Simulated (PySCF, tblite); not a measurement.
# C6H11BClN: geometry, infrared bands and NMR shifts

Wanted: the infrared bands and NMR shifts of C6H11BClN (`C=C[B@H-](CCl)[N+]#CCC`), by calculation.

Computed with tblite 0.8.0 and PySCF 2.14.0, with density-fitted response routines of our own, on a single molecule in the gas phase. Atoms count from 0, in the outputs and in this text.

### 1 Starting geometry

20 atoms, charge 0, multiplicity 1; geometry from: force field or distance geometry start.

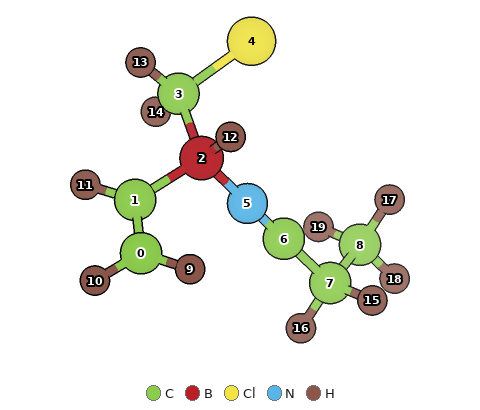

As it starts; carbon green, boron red, chlorine yellow, nitrogen blue, hydrogen brown, atoms numbered.

### 2 Relaxing the molecule with GFN2-xTB

The job: settings as JSON, then the geometry in Å.

```
{"job": {"kind": "relax", "xc": "GFN2-xTB", "basis": "xTB"}, "charge": 0, "multiplicity": 1}
C     -2.268000    -1.920000    -1.217300
C     -2.329000    -0.617200    -0.904400
B     -1.509300    -0.049700     0.347200
C     -1.854900     1.519600     0.546900
Cl    -1.093300     2.112400     2.056600
N     -0.062900    -0.217700     0.108100
C      1.078800    -0.343200    -0.071700
C      2.523900    -0.501800    -0.288800
C      3.275700     0.725900     0.183900
H     -1.682600    -2.620400    -0.637900
H     -2.845600    -2.286900    -2.067700
H     -2.942600     0.044300    -1.487700
H     -1.836900    -0.647600     1.334500
H     -2.948400     1.650600     0.634100
H     -1.481900     2.110800    -0.305100
H      2.872400    -1.397600     0.275100
H      2.701800    -0.657600    -1.374000
H      3.104100     0.882500     1.270300
H      4.357700     0.594800     0.011600
H      2.936000     1.629700    -0.369200
```

Command:

```bash
$ OMP_NUM_THREADS=1 python probes_run.py task.json out
```

One launch serves the whole session: the jobs run in the order shown.

Output:

```text
step      E/eV     max force
  0    -737.07838    1.641
  1    -737.13768    2.420
  2    -737.16196    2.336
  3    -737.19846    0.947
  4    -737.21844    0.383
  5    -737.23638    0.415
  6    -737.25296    0.433
  7    -737.26294    0.283
  8    -737.27192    0.155
  9    -737.27656    0.135
 10    -737.27941    0.097
 11    -737.28153    0.086
 12    -737.28355    0.101
 13    -737.28530    0.100
 14    -737.28683    0.072
 15    -737.28802    0.063
 16    -737.28889    0.081
 17    -737.28965    0.077
 18    -737.29042    0.064
 19    -737.29119    0.070
 20    -737.29196    0.076
 21    -737.29274    0.077
 22    -737.29355    0.071
 23    -737.29437    0.060
 24    -737.29511    0.054
 25    -737.29576    0.068
 26    -737.29639    0.059
 27    -737.29709    0.065
 28    -737.29790    0.063
 29    -737.29886    0.096
 30    -737.29994    0.102
 31    -737.30108    0.074
 32    -737.30221    0.075
 33    -737.30324    0.093
 34    -737.30421    0.115
 35    -737.30510    0.086
 36    -737.30589    0.056
 37    -737.30662    0.064
 38    -737.30741    0.104
 39    -737.30824    0.104
 40    -737.30892    0.054
 41    -737.30940    0.045
 42    -737.30979    0.059
 43    -737.31025    0.086
 44    -737.31078    0.080
 45    -737.31120    0.041
 46    -737.31145    0.036
 47    -737.31163    0.033
 48    -737.31182    0.042
 49    -737.31205    0.033
 50    -737.31234    0.038
 51    -737.31265    0.044
 52    -737.31303    0.056
 53    -737.31355    0.062
 54    -737.31411    0.057
 55    -737.31460    0.059
 56    -737.31504    0.049
 57    -737.31551    0.050
 58    -737.31596    0.048
 59    -737.31633    0.046
 60    -737.31665    0.049
 61    -737.31704    0.063
 62    -737.31750    0.055
 63    -737.31794    0.056
 64    -737.31834    0.048
 65    -737.31870    0.066
 66    -737.31912    0.069
 67    -737.31944    0.042
 68    -737.31970    0.041
 69    -737.31991    0.042
 70    -737.32023    0.070
 71    -737.32069    0.084
 72    -737.32121    0.063
 73    -737.32161    0.046
 74    -737.32190    0.039
 75    -737.32223    0.066
 76    -737.32272    0.084
 77    -737.32335    0.071
 78    -737.32395    0.053
 79    -737.32449    0.050
 80    -737.32511    0.105
 81    -737.32598    0.139
 82    -737.32735    0.118
 83    -737.33003    0.127
 84    -737.33101    0.067
 85    -737.33285    0.106
 86    -737.33528    0.125
 87    -737.33625    0.179
 88    -737.33667    0.214
 89    -737.33891    0.079
 90    -737.33970    0.056
 91    -737.34105    0.082
 92    -737.34185    0.065
 93    -737.34246    0.084
 94    -737.34287    0.051
 95    -737.34334    0.051
 96    -737.34386    0.062
 97    -737.34433    0.044
 98    -737.34475    0.038
 99    -737.34517    0.039
100    -737.34559    0.041
101    -737.34604    0.056
102    -737.34649    0.069
103    -737.34687    0.055
104    -737.34639    0.142
105    -737.34740    0.038
106    -737.34762    0.064
107    -737.34818    0.200
108    -737.34862    0.078
109    -737.34898    0.098
110    -737.34950    0.043
111    -737.34989    0.042
112    -737.35034    0.066
113    -737.35087    0.072
114    -737.35131    0.051
115    -737.35158    0.068
116    -737.35184    0.040
117    -737.35202    0.030
118    -737.35222    0.037
119    -737.35245    0.047
120    -737.35272    0.055
121    -737.35298    0.039
122    -737.35321    0.028
123    -737.35337    0.027
124    -737.35350    0.035
125    -737.35367    0.037
126    -737.35391    0.026
127    -737.35418    0.032
128    -737.35447    0.034
129    -737.35480    0.040
130    -737.35520    0.057
131    -737.35574    0.065
132    -737.35640    0.051
133    -737.35701    0.053
134    -737.35740    0.039
135    -737.35762    0.034
136    -737.35777    0.036
137    -737.35791    0.022
138    -737.35804    0.021
139    -737.35811    0.019
140    -737.35819    0.018
141    -737.35826    0.023
142    -737.35834    0.025
143    -737.35841    0.024
144    -737.35847    0.022
145    -737.35854    0.017
146    -737.35865    0.022
147    -737.35880    0.026
148    -737.35902    0.029
149    -737.35926    0.038
150    -737.35948    0.036
151    -737.35967    0.029
152    -737.35961    0.085
153    -737.35995    0.028
154    -737.36006    0.022
155    -737.36031    0.026
156    -737.36040    0.029
157    -737.36053    0.025
158    -737.36062    0.033
159    -737.36067    0.017
160    -737.36071    0.016
161    -737.36074    0.014
162    -737.36076    0.012
163    -737.36079    0.010
164    -737.36081    0.010
```

Run time: 2.5 s. Hardware: 1 thread of Arm Neoverse N1, shared host.

Relaxation path: (not every step is listed)

```csv
step,energy from step 0 (eV),largest force (eV/Å)
0,0.0000,1.6414
1,-0.0593,2.4202
2,-0.0836,2.3358
3,-0.1201,0.9472
4,-0.1401,0.3831
5,-0.1580,0.4146
6,-0.1746,0.4325
7,-0.1846,0.2830
8,-0.1935,0.1549
23,-0.2160,0.0596
38,-0.2290,0.1040
53,-0.2352,0.0625
68,-0.2413,0.0406
83,-0.2516,0.1267
98,-0.2664,0.0381
113,-0.2725,0.0724
128,-0.2761,0.0335
143,-0.2800,0.0235
158,-0.2822,0.0335
159,-0.2823,0.0166
160,-0.2823,0.0162
161,-0.2824,0.0136
162,-0.2824,0.0119
163,-0.2824,0.0105
164,-0.2824,0.0095
```

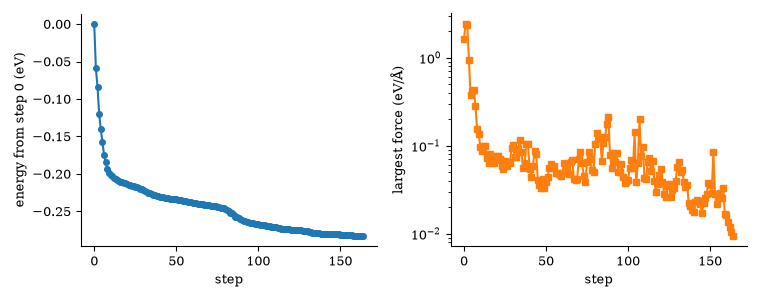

Energy and force, step by step.

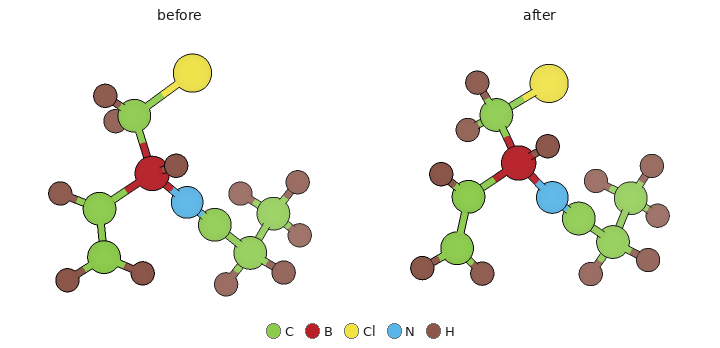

Before and after, at one scale.

Distances of close pairs at the start and the end, largest changes first:

```csv
bond,before (Å),after (Å),change (Å)
C6–C7,1.470,1.431,-0.039
B2–C3,1.619,1.649,+0.029
C8–H19,1.113,1.087,-0.026
C8–H17,1.111,1.087,-0.024
C7–H15,1.114,1.094,-0.020
C0–C1,1.341,1.323,-0.019
C7–C8,1.515,1.534,+0.018
C8–H18,1.103,1.087,-0.017
```

The next job starts from the end point, and lists it.

### 3 Vibrational analysis with GFN2-xTB

The job: settings as JSON, then the geometry in Å.

```
{"job": {"kind": "ir", "xc": "GFN2-xTB", "basis": "xTB"}, "charge": 0, "multiplicity": 1}
C     -2.141181    -1.645850    -1.545840
C     -2.490212    -0.856511    -0.543670
B     -1.524645    -0.141946     0.518195
C     -1.618131     1.493898     0.335501
Cl    -0.345775     2.376101     1.238524
N     -0.116832    -0.463426     0.224549
C      1.011248    -0.540539     0.029478
C      2.428776    -0.578427    -0.164576
C      3.042219     0.752464     0.287349
H     -1.109145    -1.895488    -1.747336
H     -2.859695    -2.092035    -2.218102
H     -3.548351    -0.659329    -0.407986
H     -1.721324    -0.491651     1.639596
H     -2.565323     1.875940     0.712185
H     -1.503955     1.807554    -0.701921
H      2.841710    -1.408327     0.416858
H      2.639533    -0.758192    -1.222992
H      2.808127     0.944427     1.331109
H      4.121529     0.718101     0.167028
H      2.646278     1.573915    -0.303705
```

Output:

```text
mode    cm-1     km/mol
  1     -20.9      0.30
  2      35.4      3.07
  3      42.4      0.80
  4      73.5      1.36
  5      86.4      2.64
  6     137.1      0.81
  7     146.6      0.62
  8     184.4      0.94
  9     249.7      1.01
 10     273.0      0.22
 11     330.2      1.32
 12     393.6      1.16
 13     472.3      5.36
 14     495.1      0.29
 15     544.7      4.01
 16     653.3      9.63
 17     704.2      3.94
 18     799.7     15.92
 19     807.5      4.39
 20     848.4      2.91
 21     874.9      6.80
 22     904.4     16.39
 23     963.2     62.81
 24     994.5     24.51
 25    1010.3     29.24
 26    1044.9     10.39
 27    1056.1      3.42
 28    1064.3     37.94
 29    1073.2      2.26
 30    1089.2     21.34
 31    1126.6      2.26
 32    1200.0      0.41
 33    1211.1     12.72
 34    1286.4     11.03
 35    1290.5      3.95
 36    1408.1      4.60
 37    1419.0      5.41
 38    1435.1      4.47
 39    1444.5      4.66
 40    1480.5      9.28
 41    1488.6     16.61
 42    1686.7      3.73
 43    2392.5      6.37
 44    2447.3    122.37
 45    2948.4      4.43
 46    2960.4      5.94
 47    2977.7     18.84
 48    2995.3     10.63
 49    3022.2     62.78
 50    3054.3     27.52
 51    3057.7     13.72
 52    3058.9     51.86
 53    3062.3     11.24
 54    3067.1    121.44
```

Run time: 1.5 s. Hardware: 1 thread of Arm Neoverse N1, shared host.

The strongest bands and the atoms that carry them (share of the mass-weighted mode):

```csv
cm⁻¹,km/mol,atoms
963,62.8,"H18 28 %, C8 19 %, N5 13 %"
1010,29.2,"H12 55 %, B2 26 %"
1064,37.9,"C7 33 %, C8 26 %, H19 13 %"
2447,122.4,H12 91 %
3022,62.8,H11 88 %
3054,27.5,H18 93 %
3059,51.9,"H9 54 %, H10 41 %"
3067,121.4,"H10 49 %, H9 38 %"
```

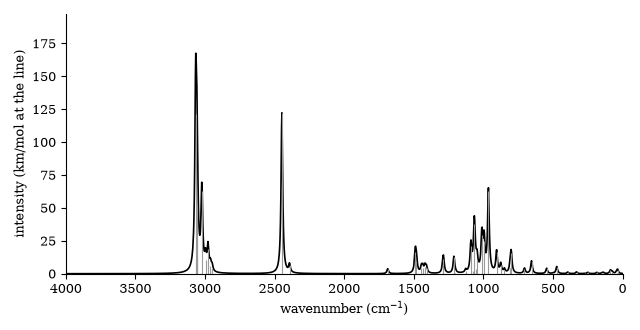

The infrared spectrum from these modes, unscaled. Lines are broadened to a width of 14 cm⁻¹ (Lorentzian).

### 4 NMR shieldings: PBE0/pcSseg-1

Settings changed since step 3:

```diff
@@ -1,2 +1,2 @@
-{"job": {"kind": "ir", "xc": "GFN2-xTB", "basis": "xTB"}, "charge": 0, "multiplicity": 1}
+{"job": {"kind": "nmr", "xc": "PBE0", "basis": "pcSseg-1"}, "charge": 0, "multiplicity": 1}
 C     -2.141181    -1.645850    -1.545840
```

With the program's defaults for keys left out, this is: GIAO PBE0/pcSseg-1 NMR shielding, non-relativistic, gas phase.

Output:

```text
coarse grid: 17112 points
cycle   1  E = -774.2904398115  dE =  1.056e+00  |g| = 5.623e-01  |ddm| = 3.901e+00
cycle   2  E = -774.1250967988  dE =  1.653e-01  |g| = 1.037e+00  |ddm| = 1.357e+00
cycle   3  E = -774.3733900151  dE = -2.483e-01  |g| = 2.139e-01  |ddm| = 8.277e-01
cycle   4  E = -774.3829348930  dE = -9.545e-03  |g| = 5.361e-02  |ddm| = 1.686e-01
cycle   5  E = -774.3835113652  dE = -5.765e-04  |g| = 1.541e-02  |ddm| = 4.508e-02
cycle   6  E = -774.3835653512  dE = -5.399e-05  |g| = 5.090e-03  |ddm| = 1.689e-02
cycle   7  E = -774.3835710856  dE = -5.734e-06  |g| = 1.706e-03  |ddm| = 5.166e-03
final grid: 160288 points
cycle   8  E = -774.4333829550  dE = -5.223e-05  |g| = 9.038e-03  |ddm| = 3.524e-02
cycle   9  E = -774.4333771183  dE =  5.837e-06  |g| = 1.027e-02  |ddm| = 1.523e-02
cycle  10  E = -774.4334022739  dE = -2.516e-05  |g| = 2.221e-03  |ddm| = 8.334e-03
cycle  11  E = -774.4334032346  dE = -9.607e-07  |g| = 6.821e-04  |ddm| = 1.580e-03
cycle  12  E = -774.4334033252  dE = -9.061e-08  |g| = 1.866e-04  |ddm| = 5.063e-04
cycle  13  E = -774.4334033332  dE = -7.920e-09  |g| = 5.737e-05  |ddm| = 1.779e-04
cycle  14  E = -774.4334033339  dE = -7.647e-10  |g| = 1.643e-05  |ddm| = 5.716e-05
converged SCF energy = -774.4334033339

GIAO shielding tensors (ppm)
atom      isotropic    diamagn.    paramagn.     s11        s22        s33       span
  0 C       67.149     255.333    -188.185    -47.582     83.535    165.494    213.076
  1 C       31.420     258.507    -227.087   -101.439     20.346    175.352    276.792
  2 B      125.266     185.999     -60.733    113.729    127.478    134.592     20.862
  3 C      139.606     251.920    -112.314    106.781    136.193    175.843     69.062
  4 Cl     931.719    1149.260    -217.541    823.729    869.070   1102.358    278.630
  5 N       39.503     332.049    -292.546   -103.575    -89.461    311.543    415.118
  6 C       61.361     274.773    -213.412    -42.911    -24.391    251.384    294.294
  7 C      174.458     250.137     -75.679    162.367    174.886    186.122     23.755
  8 C      172.884     245.977     -73.093    163.526    171.374    183.751     20.225
  9 H       26.483      34.819      -8.337     23.980     24.916     30.551      6.571
 10 H       26.268      28.119      -1.851     23.680     24.921     30.202      6.521
 11 H       25.254      29.574      -4.319     22.183     25.088     28.492      6.309
 12 H       29.045      30.378      -1.333     26.917     27.948     32.271      5.354
 13 H       28.406      30.674      -2.267     22.286     28.013     34.921     12.635
 14 H       29.139      32.753      -3.613     23.707     28.167     35.544     11.838
 15 H       28.940      28.191       0.749     23.810     27.201     35.810     12.000
 16 H       28.969      29.365      -0.396     23.680     27.437     35.791     12.111
 17 H       29.901      29.171       0.730     25.898     28.813     34.992      9.094
 18 H       30.317      26.010       4.307     25.403     27.336     38.211     12.809
 19 H       29.844      29.852      -0.008     25.793     28.926     34.814      9.022
```

It took 79 s on 1 thread of Arm Neoverse N1, shared host; peak memory 1 GiB.

Shifts follow as δ = σ(reference) − σ, with reference shieldings (ppm) from runs at the same level and on the same kind of geometry: ¹H TMS 31.72, ¹³C TMS 186.9, ¹⁵N NH3 267.7, ¹¹B BF3·OEt2 100.1, ³⁵Cl HCl 950. The references are single molecules in the gas phase, so shifts against H2O, NH3, PH3, H3PO4 or CFCl3 are not on the usual liquid scales and can be off by tens of ppm. Atoms listed in one row are averaged.

```csv
atoms,environment,σ (ppm),δ (ppm),δ scaled to CDCl3
C1,alkene CH,31.4,155.5,149.9
C6,nitrilium-type carbon,61.4,125.6,120.6
C0,terminal =CH2 carbon,67.1,119.8,115.0
C3,sp3 CH2 bonded to B and Cl,139.6,47.3,44.3
C8,methyl carbon,172.9,14.0,11.8
C7,sp3 CH2 α to a nitrile,174.5,12.5,10.3
H11,hydrogen on an alkene CH,25.25,6.46,6.20
H10,hydrogen on a terminal =CH2 carbon,26.27,5.45,5.24
H9,hydrogen on a terminal =CH2 carbon,26.48,5.23,5.04
H13,hydrogen on an sp3 CH2 bonded to B and Cl,28.41,3.31,3.23
H15,hydrogen on an sp3 CH2 α to a nitrile,28.94,2.78,2.72
H16,hydrogen on an sp3 CH2 α to a nitrile,28.97,2.75,2.70
H12,"hydrogen on a boron bonded to 2 C, N",29.05,2.67,–
H14,hydrogen on an sp3 CH2 bonded to B and Cl,29.14,2.58,2.54
"H17, H18, H19",hydrogen on a methyl carbon,30.02,1.70,1.70
B2,"boron bonded to 2 C, N, H",125.3,-25.2,–
Cl4,chlorine bonded to C,932,18,–
N5,donor nitrogen of a Lewis adduct,39.5,228.2,–
```

The scaled column applies a straight-line fit of computed shieldings to shifts measured in CDCl3, with any fitted terms for Cl, Br or S neighbours (root-mean-square error 0.16 ppm for H, 1.9 ppm for C).

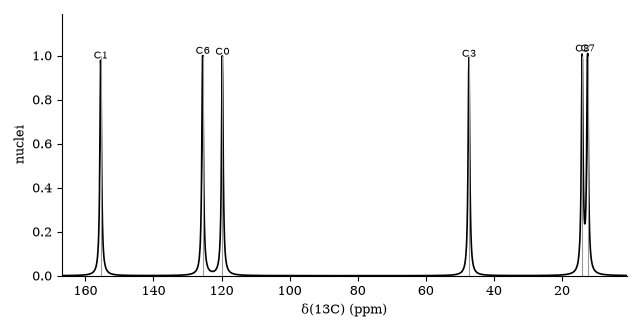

¹³C lines at the computed shifts, without couplings. Lines are broadened to a width of 0.57 ppm (Lorentzian).

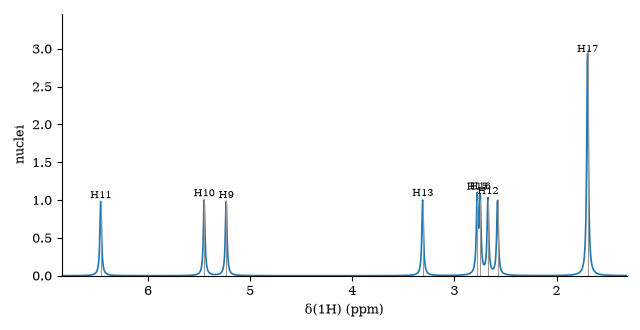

¹H lines at the computed shifts, without couplings. Lines are broadened to a width of 0.02 ppm (Lorentzian).

Charges from the same density, by scheme (e):

```csv
atoms,Mulliken,IAO,Hirshfeld,ESP fit
C0,-0.21,-0.33,-0.13,-0.36
C1,-0.37,-0.22,-0.11,-0.36
B2,0.36,-0.10,0.00,0.39
C3,-0.38,-0.34,-0.10,-0.34
Cl4,-0.23,-0.16,-0.11,-0.23
N5,-0.30,0.03,0.00,-0.17
C6,0.27,0.25,0.19,0.28
C7,-0.20,-0.29,-0.02,-0.02
C8,-0.28,-0.41,-0.10,-0.15
```

ESP fit charges:

C0 -0.36; C1 -0.36; B2 0.39; C3 -0.34; Cl4 -0.23; N5 -0.17; C6 0.28; C7 -0.02; C8 -0.15; H9 0.11; H10 0.16; H11 0.16; H12 -0.16; H13 0.15; H14 0.15; H15 0.08; H16 0.09; H17 0.08; H18 0.06; H19 0.08

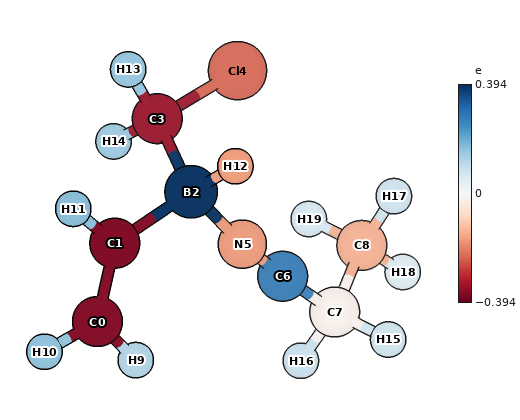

ESP fit charges, as colours on the atoms.

Mayer bond orders: C0–C1 2.00, C1–B2 0.87, B2–C3 0.82, C3–Cl4 0.93, B2–N5 0.71, N5–C6 2.62, C6–C7 1.02, C7–C8 1.03.

### 5 What came out

| quantity | value |
| --- | --- |
| strongest single infrared mode (GFN2-xTB) | 2447 cm⁻¹, 122 km/mol |
| zero-point energy (GFN2-xTB) | 98.5 kcal/mol |
| ¹³C shifts against TMS (PBE0/pcSseg-1) | 155.5, 125.6, 119.8, 47.3, 14.0, 12.5 ppm |
| ¹H shifts against TMS (PBE0/pcSseg-1, means over atoms taken as alike) | 6.46, 5.45, 5.23, 3.31, 2.78, 2.75, 2.67, 2.58, 1.70 ppm |
| ¹¹B shifts against BF3·OEt2 (PBE0/pcSseg-1) | -25.2 ppm |
| ³⁵Cl shifts against HCl (PBE0/pcSseg-1) | 18 ppm |
| ¹⁵N shifts against NH3 (PBE0/pcSseg-1) | 228.2 ppm |

**Reading.** Relaxing lowered the energy by 0.282 eV in 164 steps; the close pair that moved most is C6–C7, from 1.470 to 1.431 Å. The lowest mode is imaginary (21i cm⁻¹), so the xTB geometry is not a minimum. The strongest single mode, at 2447 cm⁻¹, moves mainly H12. Unscaled tight-binding wavenumbers are off by several per cent, some by more. Its intensities can rank the bands wrongly. C1 (alkene CH) lies farthest downfield among carbon, at 155.5 ppm; an sp2 carbon of a C=C bond. H11 (hydrogen on an alkene CH) lies farthest downfield among hydrogen, at 6.46 ppm; a vinylic proton, deshielded by the sp2 carbon and the C=C anisotropy. At PBE0/pcSseg-1: Shielding is most anisotropic at N5 (span 415 ppm, paramagnetic term -293 ppm).
